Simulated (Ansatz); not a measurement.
# GeH2+ (doublet): correlated methods under varied settings at distance Ge1–H2 = 2.877 Å

What do other methods and options give for GeH2+ (doublet) at this geometry, and how long do they take?

Method: the settings change from run to run; program: Ansatz 0.2.0, Gaussian basis.

20 further runs of the same task are left out: 2 for a known fault of the program, 15 that didn't finish, 3 set aside as unsound or not needed.

## 1. The geometry

The geometry derives from a PBE0/def2-TZVP stationary point (not a proven minimum). One bond is set to the value named and the two fragments are kept rigid. No spin-orbit coupling is included. The filled d shell of Ge may be among the frozen orbitals whatever the setting's name suggests; the logs give the count.

3 atoms, charge 1, spin multiplicity 2.

Atoms are counted from 1 here; the program's logs count them from 0.

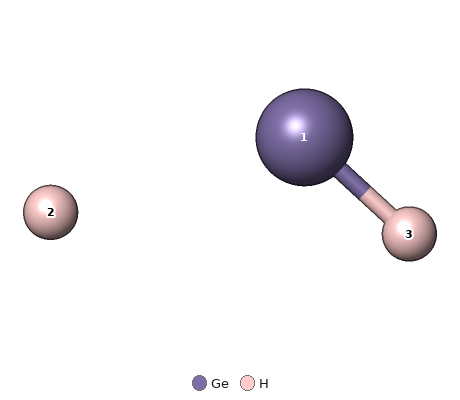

The structure; germanium purple, hydrogen pink; atoms are numbered from 1 in the order of the file.

## 2. NEVPT2(1,6)/aug-cc-pVDZ

File in.yaml:

```yaml
crystal:
  periodic: [false, false, false]
  atoms:
    - {symbol: Ge, position_ang: [0.000000, -0.029484, 0.015567]}
    - {symbol: H, position_ang: [0.000000, 1.389192, -2.487329]}
    - {symbol: H, position_ang: [0.000000, 0.735636, 1.365429]}
basis:
  gaussian: {orbitals: aug-cc-pVDZ, fitting: {mean_field: def2-universal-jkfit}}
total_charge: 1
magnetization: {spin_polarized: false, initial_magnetization: 1}
correlation: {method: sc_nevpt2, electrons: outside_noble_gas, active_space: {window: {electrons: 1, orbitals: 6}}}
```

On the command line:

```sh
$ ansatz run in.yaml --threads 1 --pin off --events-out ev --progress --plain --max-ram 2393MiB
```

The program printed:

```text
Functional definition: HF
  name "HF"
  cite "Fock, Z. Phys. 61, 126 (1930) doi:10.1007/BF01340294"
  parent pbe
  exchange = exact_x
  correlation = 0
302 factors; integrals over basis functions are off by at most 6.5e-1 eV
mean field evaluation 1: about -56491.8898 eV, gradient 8.1e0 eV
mean field evaluation 2: about -56493.0684 eV, gradient 3.7e0 eV
mean field evaluation 4: about -56493.4506 eV, gradient 4.1e-1 eV
mean field evaluation 8: about -56490.9411 eV, gradient 6.2e0 eV
mean field -56493.45324432 eV, -2076.0961140908 hartree, gradient 4.3e-7 eV, S^2 0.750000; 1 other end points of the search recorded, 0 dependent functions left out
reference -56493.45324432 eV, -2076.0961140908 hartree; 17, 16 occupied and 37, 38 virtual orbitals, 302 factors
state -56493.45324432 eV, -2076.0961140908 hartree
state -56493.45324432 eV, -2076.0961140908 hartree; corrected -56494.93102203 eV, -2076.1504214199 hartree
WARN: 5 active orbitals are nearly empty or full. The corrections depend on them more than the energy does, and are more stable in an active space without them
Total energy: -56494.93102203 eV, -2076.1504214199 hartree
```

It took 6.5 s on 1 thread of AMD EPYC, shared host.

From the report: 4 determinants; active occupations 1.00, 0.00, 0.00, 0.00, 0.00, 0.00. The report marks this result as in doubt.

## 3. CCSD on ROHF/6-31G*

File in.yaml:

```yaml
crystal:
  periodic: [false, false, false]
  atoms:
    - {symbol: Ge, position_ang: [0.000000, -0.029484, 0.015567]}
    - {symbol: H, position_ang: [0.000000, 1.389192, -2.487329]}
    - {symbol: H, position_ang: [0.000000, 0.735636, 1.365429]}
basis:
  gaussian: {orbitals: "6-31G*"}
total_charge: 1
magnetization: {spin_polarized: false, initial_magnetization: 1}
correlation: {method: ccsd, electrons: all}
accuracy: high
```

The command is unchanged.

The program printed (excerpt; [...] marks lines left out):

```text
Functional definition: HF
  name "HF"
  cite "Fock, Z. Phys. 61, 126 (1930) doi:10.1007/BF01340294"
  parent pbe
[...]
629 factors; integrals over basis functions are off by at most 3.4e-9 eV
[...]
mean field -56486.39920889 eV, -2075.8368830701 hartree, gradient 6.6e-9 eV, S^2 0.750000; 1 other end points of the search recorded, 0 dependent functions left out
[...]
reference -56486.39920889 eV, -2075.8368830701 hartree; 17, 16 occupied and 22, 23 virtual orbitals, 629 factors
second order -7.53527690 eV of doubles, -0.00253124 eV of singles
cycle   1  -7.00992028 eV  change    5.3e-1 eV  update   7.3e-2
[...]
cycle  30  -7.40173371 eV  change  -2.7e-10 eV  update   2.5e-9
Total energy: -56493.80094259 eV, -2076.1088917667 hartree
```

Run time: 13 s. Hardware: 1 thread of AMD EPYC, shared host.

From the report: correlation -7.4017 eV; T1 0.010; largest double amplitude 0.07.

## 4. CCSD on UHF/STO-3G

File in.yaml:

```yaml
crystal:
  periodic: [false, false, false]
  atoms:
    - {symbol: Ge, position_ang: [0.000000, -0.029484, 0.015567]}
    - {symbol: H, position_ang: [0.000000, 1.389192, -2.487329]}
    - {symbol: H, position_ang: [0.000000, 0.735636, 1.365429]}
basis:
  gaussian: {orbitals: STO-3G}
total_charge: 1
magnetization: {spin_polarized: true, initial_magnetization: 1}
correlation: {method: ccsd, electrons: outside_noble_gas}
scf: {lower_state_search: off}
output: {forces: true}
```

Same command.

The program printed (excerpt; [...] marks lines left out):

```text
Functional definition: HF
  name "HF"
  cite "Fock, Z. Phys. 61, 126 (1930) doi:10.1007/BF01340294"
  parent pbe
[...]
195 factors; integrals over basis functions are off by at most 2.0e-5 eV
[...]
mean field -55852.07732615 eV, -2052.5259838383 hartree, gradient 9.6e-6 eV, S^2 0.850245; 0 other end points of the search recorded, 0 dependent functions left out
14 core orbitals not correlated: weight in the atoms' cores, before any rotation towards them, 0.975 or more for the frozen orbitals, at most 0.015 for the correlated occupied ones
reference -55852.07732615 eV, -2052.5259838383 hartree; 3, 2 occupied and 3, 4 virtual orbitals, 195 factors
second order -0.67035169 eV of doubles, -0.00000000 eV of singles
cycle   1  -0.92944674 eV  change   -2.6e-1 eV  update   6.0e-2
[...]
cycle  16  -1.18827967 eV  change    3.4e-7 eV  update   1.7e-7
[...]
Total energy: -55853.26560582 eV, -2052.5696523108 hartree
Atom 0 at     0.000000    -0.029484     0.015567 Å, force     0.000000     0.132911     0.231823 eV/Å
Atom 1 at     0.000000     1.389192    -2.487329 Å, force     0.000000    -0.017643     0.100877 eV/Å
Atom 2 at     0.000000     0.735636     1.365429 Å, force    -0.000000    -0.115268    -0.332699 eV/Å
Dipole moment:    -0.000000     0.042073     0.145505 e Å
Checks for a lower state left out: starts, cluster_reference, orbital_swaps, neighbouring_geometries, increment
```

It took 0.85 s on 1 thread of AMD EPYC, shared host.

From the report: ⟨S²⟩ of the determinant 0.850 (pure doublet: 0.75); correlation -1.1883 eV; T1 0.049; largest double amplitude 0.10.

## 5. CCSDT on ROHF/aug-cc-pVDZ

File in.yaml:

```yaml
crystal:
  periodic: [false, false, false]
  atoms:
    - {symbol: Ge, position_ang: [0.000000, -0.029484, 0.015567]}
    - {symbol: H, position_ang: [0.000000, 1.389192, -2.487329]}
    - {symbol: H, position_ang: [0.000000, 0.735636, 1.365429]}
basis:
  gaussian: {orbitals: aug-cc-pVDZ, fitting: {mean_field: def2-universal-jkfit}}
total_charge: 1
magnetization: {spin_polarized: false, initial_magnetization: 1}
correlation: {method: ccsdt, electrons: outside_noble_gas}
```

Same command.

The program printed (excerpt; [...] marks lines left out):

```text
Functional definition: HF
  name "HF"
  cite "Fock, Z. Phys. 61, 126 (1930) doi:10.1007/BF01340294"
  parent pbe
[...]
302 factors; integrals over basis functions are off by at most 6.5e-1 eV
[...]
mean field -56493.45324427 eV, -2076.0961140888 hartree, gradient 4.3e-7 eV, S^2 0.750000; 1 other end points of the search recorded, 0 dependent functions left out
[...]
14 core orbitals not correlated: weight in the atoms' cores, before any rotation towards them, 1.000 or more for the frozen orbitals, at most 0.000 for the correlated occupied ones
reference -56493.45324427 eV, -2076.0961140888 hartree; 3, 2 occupied and 37, 38 virtual orbitals, 302 factors
second order -1.53684254 eV of doubles, -0.00317263 eV of singles
cycle   1  -1.93151843 eV  change   -3.9e-1 eV  update   6.1e-2
[...]
cycle  20  -2.18442528 eV  change    2.2e-7 eV  update   3.8e-7
Total energy: -56495.63766955 eV, -2076.1763902373 hartree
```

Wall time 10 s (1 thread of AMD EPYC, shared host).

From the report: correlation -2.1844 eV; T1 0.024; largest double amplitude 0.07.

## 6. MRCISD+Q(7,7)/STO-3G

File in.yaml:

```yaml
crystal:
  periodic: [false, false, false]
  atoms:
    - {symbol: Ge, position_ang: [0.000000, -0.029484, 0.015567]}
    - {symbol: H, position_ang: [0.000000, 1.389192, -2.487329]}
    - {symbol: H, position_ang: [0.000000, 0.735636, 1.365429]}
basis:
  gaussian: {orbitals: STO-3G}
total_charge: 1
magnetization: {spin_polarized: false, initial_magnetization: 1}
correlation: {method: fic_mrcisd_q, electrons: all, active_space: {window: {electrons: 7, orbitals: 7}}}
accuracy: high
```

The command is unchanged.

The program printed (excerpt; [...] marks lines left out):

```text
Functional definition: HF
  name "HF"
  cite "Fock, Z. Phys. 61, 126 (1930) doi:10.1007/BF01340294"
  parent pbe
[...]
228 factors; integrals over basis functions are off by at most 6.6e-9 eV
[...]
mean field -55852.04144387 eV, -2052.5246651888 hartree, gradient 3.3e-8 eV, S^2 0.750000; 1 other end points of the search recorded, 0 dependent functions left out
reference -55852.04144387 eV, -2052.5246651888 hartree; 17, 16 occupied and 3, 4 virtual orbitals, 228 factors
state -55853.28416261 eV, -2052.5703342603 hartree
contracted CI cycle   1: correlation 0.00000000 eV, 0.0000000000 hartree, residual 2.25e0 eV
contracted CI cycle   2: correlation -0.02673375 eV, -0.0009824473 hartree, residual 3.27e-1 eV
contracted CI cycle   3: correlation -0.02793960 eV, -0.0010267612 hartree, residual 1.08e-1 eV
contracted CI cycle   4: correlation -0.02807242 eV, -0.0010316425 hartree, residual 3.52e-2 eV
contracted CI cycle   5: correlation -0.02808718 eV, -0.0010321848 hartree, residual 1.23e-2 eV
contracted CI cycle   6: correlation -0.02808872 eV, -0.0010322414 hartree, residual 4.14e-3 eV
contracted CI cycle   7: correlation -0.02808892 eV, -0.0010322489 hartree, residual 1.50e-3 eV
contracted CI cycle   8: correlation -0.02808895 eV, -0.0010322497 hartree, residual 5.07e-4 eV
contracted CI cycle   9: correlation -0.02808895 eV, -0.0010322499 hartree, residual 1.96e-4 eV
contracted CI cycle  10: correlation -0.02808895 eV, -0.0010322499 hartree, residual 7.98e-5 eV
state -55853.28416261 eV, -2052.5703342603 hartree; corrected -55853.31226157 eV, -2052.5713668778 hartree
Total energy: -55853.31226157 eV, -2052.5713668778 hartree
```

Wall time 5 s (1 thread of AMD EPYC, shared host).

From the report: 600 determinants; active occupations 2.00, 1.97, 1.91, 1.00, 0.05, 0.04, 0.03.

## 7. CASCI(5,3)/6-31G

File in.yaml:

```yaml
crystal:
  periodic: [false, false, false]
  atoms:
    - {symbol: Ge, position_ang: [0.000000, -0.029484, 0.015567]}
    - {symbol: H, position_ang: [0.000000, 1.389192, -2.487329]}
    - {symbol: H, position_ang: [0.000000, 0.735636, 1.365429]}
basis:
  gaussian: {orbitals: 6-31G}
total_charge: 1
magnetization: {spin_polarized: false, initial_magnetization: 1}
correlation: {active_space: {window: {electrons: 5, orbitals: 3}, fixed_orbitals: true}}
```

Launched as before.

The program printed:

```text
Functional definition: HF
  name "HF"
  cite "Fock, Z. Phys. 61, 126 (1930) doi:10.1007/BF01340294"
  parent pbe
  exchange = exact_x
  correlation = 0
317 factors; integrals over basis functions are off by at most 5.9e-4 eV
mean field evaluation 1: about -56483.5685 eV, gradient 7.6e0 eV
mean field evaluation 2: about -56483.5785 eV, gradient 7.6e0 eV
mean field evaluation 4: about -56484.9303 eV, gradient 1.9e0 eV
mean field evaluation 8: about -56484.9423 eV, gradient 5.8e-1 eV
mean field -56484.95332269 eV, -2075.7837477325 hartree, gradient 2.0e-6 eV, S^2 0.750000; 0 other end points of the search recorded, 0 dependent functions left out
reference -56484.95332269 eV, -2075.7837477325 hartree; 17, 16 occupied and 16, 17 virtual orbitals, 317 factors
state -56484.95332269 eV, -2075.7837477325 hartree
Total energy: -56484.95332269 eV, -2075.7837477325 hartree
```

Wall time 0.88 s (1 thread of AMD EPYC, shared host).

From the report: 3 determinants; active occupations 2.00, 2.00, 1.00. With so small a space the active step adds no correlation: the energy is the mean field's.

## 8. HF/def2-SVPD

Edit in.yaml of step 7 so:

```diff
@@ -7,5 +7,7 @@
 basis:
-  gaussian: {orbitals: 6-31G}
+  gaussian: {orbitals: def2-SVPD}
 total_charge: 1
 magnetization: {spin_polarized: false, initial_magnetization: 1}
-correlation: {active_space: {window: {electrons: 5, orbitals: 3}, fixed_orbitals: true}}
+hamiltonian: {xc: hf}
+scf: {lower_state_search: full}
+output: {forces: true, orbitals: {seedname: orbitals}}
```

Launched as before.

The program printed (excerpt; [...] marks lines left out):

```text
Functional definition: HF
  name "HF"
  cite "Fock, Z. Phys. 61, 126 (1930) doi:10.1007/BF01340294"
  parent pbe
[...]
527 factors; integrals over basis functions are off by at most 1.3e-3 eV
[...]
mean field -56487.10815143 eV, -2075.8629362278 hartree, gradient 2.5e-5 eV, S^2 0.750000; 3 other end points of the search recorded, 0 dependent functions left out
[...]
reference -56487.10815143 eV, -2075.8629362278 hartree; 17, 16 occupied and 37, 38 virtual orbitals, 527 factors
Total energy: -56487.10815143 eV, -2075.8629362278 hartree
Atom 0 at     0.000000    -0.029484     0.015567 Å, force    -0.000000    -0.345002    -0.241572 eV/Å
Atom 1 at     0.000000     1.389192    -2.487329 Å, force    -0.000000     0.075677    -0.016354 eV/Å
Atom 2 at     0.000000     0.735636     1.365429 Å, force     0.000000     0.269325     0.257926 eV/Å
Dipole moment:    -0.000000     0.070113     0.054511 e Å
```

It took 2.8 s on 1 thread of AMD EPYC, shared host.

## 9. CCSDT(Q)/B on UHF/STO-3G

File in.yaml:

```yaml
crystal:
  periodic: [false, false, false]
  atoms:
    - {symbol: Ge, position_ang: [0.000000, -0.029484, 0.015567]}
    - {symbol: H, position_ang: [0.000000, 1.389192, -2.487329]}
    - {symbol: H, position_ang: [0.000000, 0.735636, 1.365429]}
basis:
  gaussian: {orbitals: STO-3G}
total_charge: 1
magnetization: {spin_polarized: true, initial_magnetization: 1}
correlation: {method: ccsdt_q_b, electrons: outside_noble_gas}
```

The command is unchanged.

The program printed (excerpt; [...] marks lines left out):

```text
Functional definition: HF
  name "HF"
  cite "Fock, Z. Phys. 61, 126 (1930) doi:10.1007/BF01340294"
  parent pbe
[...]
223 factors; integrals over basis functions are off by at most 3.7e-8 eV
[...]
mean field -55852.07734274 eV, -2052.5259844478 hartree, gradient 9.8e-6 eV, S^2 0.850243; 12 other end points of the search recorded, 0 dependent functions left out
determinant -55852.07734274 eV, -2052.5259844478 hartree, with singles and doubles -55853.26123967 eV, -2052.5694918578 hartree
determinant -55850.54148943 eV, -2052.4695428799 hartree, with singles and doubles -55851.18495944 eV, -2052.4931899666 hartree
determinant -55850.50126111 eV, -2052.4680645165 hartree, with singles and doubles -55851.16023231 eV, -2052.4922812614 hartree
determinant -55849.59240026 eV, -2052.4346644961 hartree, with singles and doubles -55850.65528155 eV, -2052.4737246630 hartree
determinant -55849.48897327 eV, -2052.4308636242 hartree, with singles and doubles -55850.55346723 eV, -2052.4699830559 hartree
determinant -55849.45505675 eV, -2052.4296172153 hartree, with singles and doubles -55850.53776440 eV, -2052.4694059874 hartree
determinant -55849.42490045 eV, -2052.4285089918 hartree, with singles and doubles -55850.49971093 eV, -2052.4680075482 hartree
14 core orbitals not correlated: weight in the atoms' cores, before any rotation towards them, 0.975 or more for the frozen orbitals, at most 0.015 for the correlated occupied ones
reference -55852.07734274 eV, -2052.5259844478 hartree; 3, 2 occupied and 3, 4 virtual orbitals, 223 factors
second order -0.67035319 eV of doubles, -0.00000000 eV of singles
cycle   1  -0.92944875 eV  change   -2.6e-1 eV  update   6.0e-2
[...]
cycle  17  -1.19207239 eV  change   -4.3e-7 eV  update   2.0e-7
perturbative correction -0.00098529 eV, -0.0000362087 hartree
Total energy: -55853.27040041 eV, -2052.5698285087 hartree
```

Run time: 4.7 s. Hardware: 1 thread of AMD EPYC, shared host.

From the report: ⟨S²⟩ of the determinant 0.850 (pure doublet: 0.75); correlation -1.1931 eV; T1 0.048; largest double amplitude 0.10.

## 10. MP2 on ROHF/aug-cc-pVDZ

File in.yaml:

```yaml
crystal:
  periodic: [false, false, false]
  atoms:
    - {symbol: Ge, position_ang: [0.000000, -0.029484, 0.015567]}
    - {symbol: H, position_ang: [0.000000, 1.389192, -2.487329]}
    - {symbol: H, position_ang: [0.000000, 0.735636, 1.365429]}
basis:
  gaussian: {orbitals: aug-cc-pVDZ}
total_charge: 1
magnetization: {spin_polarized: false, initial_magnetization: 1}
hamiltonian: {pseudopotentials: {relativity: scalar}}
correlation: {method: mp2, electrons: outside_noble_gas}
scf: {lower_state_search: off}
```

The command is unchanged.

The program printed (excerpt; [...] marks lines left out):

```text
Functional definition: HF
  name "HF"
  cite "Fock, Z. Phys. 61, 126 (1930) doi:10.1007/BF01340294"
  parent pbe
[...]
578 factors; integrals over basis functions are off by at most 8.1e-4 eV
[...]
mean field -56959.22703511 eV, -2093.2129851896 hartree, gradient 1.7e-6 eV, S^2 0.750000; 0 other end points of the search recorded, 0 dependent functions left out
14 core orbitals not correlated: weight in the atoms' cores, before any rotation towards them, 1.000 or more for the frozen orbitals, at most 0.000 for the correlated occupied ones
reference -56959.22703511 eV, -2093.2129851896 hartree; 3, 2 occupied and 37, 38 virtual orbitals, 578 factors
second order -1.53913437 eV of doubles, -0.00296125 eV of singles
Total energy: -56960.76913073 eV, -2093.2696561583 hartree
Relativity: scalar
Checks for a lower state left out: stability, starts, cluster_reference, orbital_swaps, neighbouring_geometries, increment
```

It took 1.4 s on 1 thread of AMD EPYC, shared host.

## 11. The runs in one table

Where basis and cores are those of an earlier FCI/aug-cc-pVDZ run (-56495.6408 eV), and the state is the same kind, the miss against it is given. † marks a result that the program doubts.

```csv
level,correlated,functions,energy (eV),from FCI (meV),time
"NEVPT2(1,6)/aug-cc-pVDZ †",outside noble gas,54,-56494.9310,709.7,6.5 s
CCSD on ROHF/6-31G*,all,39,-56493.8009,,13 s
CCSD on UHF/STO-3G,outside noble gas,20,-55853.2656,,0.85 s
CCSDT on ROHF/aug-cc-pVDZ,outside noble gas,54,-56495.6377,3.1,10 s
"MRCISD+Q(7,7)/STO-3G",all,20,-55853.3123,,5 s
"CASCI(5,3)/6-31G",,33,-56484.9533,,0.88 s
HF/def2-SVPD,,54,-56487.1082,,2.8 s
CCSDT(Q)/B on UHF/STO-3G,outside noble gas,20,-55853.2704,,4.7 s
MP2 on ROHF/aug-cc-pVDZ (relativity set),outside noble gas,54,-56960.7691,,1.4 s
```

## 12. Outcome

```
quantity                       value
    runs                           9
quickest  CCSD on UHF/STO-3G, 0.85 s
 slowest   CCSD on ROHF/6-31G*, 13 s
```

**Reading.** Total energies in different bases, with other cores or another treatment of relativity can't be set against each other. CCSD on ROHF/6-31G* took 15 times as long as CCSD on UHF/STO-3G; the jobs differ in more than the method. Among the correlated runs with a miss given, it spans +3 to +710 meV.
